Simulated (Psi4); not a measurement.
# SiH3SO (SMILES O[SiH2][S]) at UBLYP/aug-cc-pVDZ (DKH2, density fitting)

Aim: the energy difference between two shapes of SiH3SO at UBLYP/aug-cc-pVDZ (DKH2, density fitting), from 2 runs. Input form: a Python script.

Program for the calculation: Psi4 1.11.

1 further run of the same task is left out (it didn't finish).

**1. Starting point**

SiH3SO: 6 atoms, total charge 0, spin state doublet. SMILES: `O[SiH2][S]`. The coordinates come from a PBE0-D4/def2-TZVP relaxation. This is one conformer, not always the lowest.

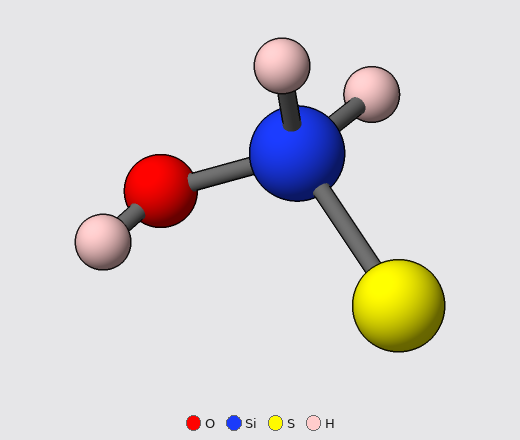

The structure, seen from a chosen angle (oxygen red, silicon blue, sulfur yellow, hydrogen pink).

**2. The response to a field at UBLYP/aug-cc-pVDZ (DKH2, density fitting)**

Input file h3ossi.py:

```python
import psi4

psi4.set_memory(1600000000)
psi4.set_num_threads(1)
psi4.set_output_file('psi4.out', False)

geom = psi4.geometry("""
0 2
O
Si 1 1.63926
S 2 2.114186 1 115.66329
H 1 0.958732 2 117.80903 3 48.662
H 2 1.490797 1 112.46867 4 -67.44683
H 2 1.479218 5 111.73065 1 117.66906
units angstrom
symmetry c1
no_reorient
no_com
""")

psi4.set_options({
    'basis': 'aug-cc-pVDZ',
    'reference': 'uks',
    'relativistic': 'dkh',
    'dkh_order': 2,
})

e_tot = psi4.properties('BLYP', properties=['dipole_polarizabilities'])
print(f'total energy {e_tot:.8f} hartree = {e_tot * 27.211386:.5f} eV')
```

Launch:

```console
$ python h3ossi.py
```

psi4.out:

```text
[...]
  Running in c1 symmetry.
[...]
  Nuclear repulsion =  143.416106946979681
[...]
  Multiplicity = 2
[...]
  Nalpha       = 21
  Nbeta        = 20
[...]
    Number of basis functions: 104
[...]
   @DF-UKS iter   1:  -765.91386832840021   -7.59001e-02   8.19229e-03 ADIIS/DIIS
[...]
   @DF-UKS iter  12:  -766.22590439436590   -3.30505e-08   6.13910e-07 DIIS
[...]
   @S^2 Observed:                7.525161268E-01
[...]
    Orbital Energies [Eh]
    ---------------------
    Alpha Occupied:
       1A    -88.454058     2A    -65.729701     3A    -18.834866
       4A     -7.745207     5A     -5.742820     6A     -5.732380
       7A     -5.726754     8A     -5.139640     9A     -3.538468
      10A     -3.537144    11A     -3.535653    12A     -0.935265
      13A     -0.658583    14A     -0.521513    15A     -0.424864
      16A     -0.356254    17A     -0.343637    18A     -0.306486
      19A     -0.278527    20A     -0.261055    21A     -0.236779
    Alpha Virtual:
      22A     -0.037518    23A     -0.012780    24A     -0.009891
      25A      0.009258    26A      0.016272    27A      0.029917
[...]
  @DF-UKS Final Energy:  -766.22590439436590
   => Energetics <=
    Nuclear Repulsion Energy =            143.4161069469796814
    One-Electron Energy =               -1343.3685964011006035
    Two-Electron Energy =                 490.0459163730082537
    DFT Exchange-Correlation Energy =     -56.3193313132532438
    Empirical Dispersion Energy =           0.0000000000000000
    VV10 Nonlocal Energy =                  0.0000000000000000
    Total Energy =                       -766.2259043943658980
[...]
 Multipole Moments:
 ------------------------------------------------------------------------------------
     Multipole            Electronic (a.u.)      Nuclear  (a.u.)        Total (a.u.)
 ------------------------------------------------------------------------------------
 L = 1.  Multiply by 2.5417464519 to convert [e a0] to [Debye]
 Dipole X            :          0.2610197           -0.5988919           -0.3378723
 Dipole Y            :         -2.7615878            2.8892403            0.1276525
 Dipole Z            :          0.8964063           -1.1183678           -0.2219615
 Magnitude           :                                                    0.4239336
[...]
```

The script printed:

```text
total energy -766.22590439 hartree = -20850.06885 eV
```

Run time: 43 s. Hardware: 1 thread of Intel Xeon Platinum 8488C (Sapphire Rapids), shared host; peak memory 0.65 GiB.

**3. The distorted shape at the same level**

Input file run.py:

```python
import psi4

psi4.set_memory('1600 MB')
psi4.set_num_threads(1)
psi4.set_output_file('psi4.out', False)

molecule = psi4.geometry("""
0 2
O     -0.429702    -1.313408     0.038769
Si     0.255978     0.322668     0.222783
S     -0.967920     1.857905    -0.497543
H     -0.963595    -1.507411    -0.765832
H      1.468890     0.338091    -0.749300
H      0.704965     0.289498     1.529971
symmetry c1
no_reorient
no_com
""")

psi4.set_options(dict(reference='uks', relativistic='dkh', dkh_order=2))

e = psi4.properties('blyp/aug-cc-pVDZ', properties=['dipole_polarizabilities'], molecule=molecule)
print('E =', round(e, 9))
```

Launch:

```console
$ python run.py
```

psi4.out:

```text
[...]
  Running in c1 symmetry.
[...]
  Nuclear repulsion =  140.260981452050913
[...]
  Multiplicity = 2
[...]
  Nalpha       = 21
  Nbeta        = 20
[...]
    Number of basis functions: 104
[...]
   @DF-UKS iter   1:  -765.90609383394542   -1.57090e-01   8.09581e-03 ADIIS/DIIS
[...]
   @DF-UKS iter  13:  -766.21838636923167   -3.50155e-08   3.98085e-07 DIIS
[...]
   @S^2 Observed:                7.527833647E-01
[...]
    Orbital Energies [Eh]
    ---------------------
    Alpha Occupied:
       1A    -88.464219     2A    -65.737640     3A    -18.821392
       4A     -7.755319     5A     -5.752416     6A     -5.742927
       7A     -5.736876     8A     -5.145824     9A     -3.544668
      10A     -3.543552    11A     -3.541942    12A     -0.892220
      13A     -0.669247    14A     -0.504473    15A     -0.411910
      16A     -0.355978    17A     -0.333040    18A     -0.301834
      19A     -0.272768    20A     -0.257887    21A     -0.243645
    Alpha Virtual:
      22A     -0.038517    23A     -0.023167    24A     -0.014066
      25A      0.002972    26A      0.015358    27A      0.027933
[...]
  @DF-UKS Final Energy:  -766.21838636923167
   => Energetics <=
    Nuclear Repulsion Energy =            140.2609814520509133
    One-Electron Energy =               -1337.1066824904050918
    Two-Electron Energy =                 486.8945705811631228
    DFT Exchange-Correlation Energy =     -56.2672559120405253
    Empirical Dispersion Energy =           0.0000000000000000
    VV10 Nonlocal Energy =                  0.0000000000000000
    Total Energy =                       -766.2183863692316663
[...]
 Multipole Moments:
 ------------------------------------------------------------------------------------
     Multipole            Electronic (a.u.)      Nuclear  (a.u.)        Total (a.u.)
 ------------------------------------------------------------------------------------
 L = 1.  Multiply by 2.5417464519 to convert [e a0] to [Debye]
 Dipole X            :         26.7960428          -26.7025558            0.0934870
 Dipole Y            :        -43.0770637           43.1929901            0.1159264
 Dipole Z            :          8.3962724           -8.5353921           -0.1391197
 Magnitude           :                                                    0.2037966
[...]
```

Standard output:

```text
E = -766.218386369
```

Run time: 45 s. Hardware: 1 thread of Intel Xeon Platinum 8488C (Sapphire Rapids), shared host; peak memory 0.66 GiB.

**4. What came out**

At UBLYP/aug-cc-pVDZ (DKH2, density fitting):

```
                                           quantity          value
                          first shape: total energy  -766.22590 Eh
                         first shape: dipole moment         1.08 D
    first shape: HOMO energy (highest over α and β)       -6.15 eV
     first shape: LUMO energy (lowest over α and β)       -5.74 eV
                                  first shape: ⟨S²⟩          0.753
            first shape: mean static polarisability     56.3 bohr³
                      distorted shape: total energy  -766.21839 Eh
                     distorted shape: dipole moment         0.52 D
distorted shape: HOMO energy (highest over α and β)       -6.37 eV
 distorted shape: LUMO energy (lowest over α and β)       -5.99 eV
                              distorted shape: ⟨S²⟩          0.753
        distorted shape: mean static polarisability     59.6 bohr³
             energy change with the atoms displaced       0.205 eV
```

With the atoms displaced the energy rises by 0.20 eV (4.7 kcal/mol). The first shape isn't relaxed at this level, so the change isn't measured from a minimum.
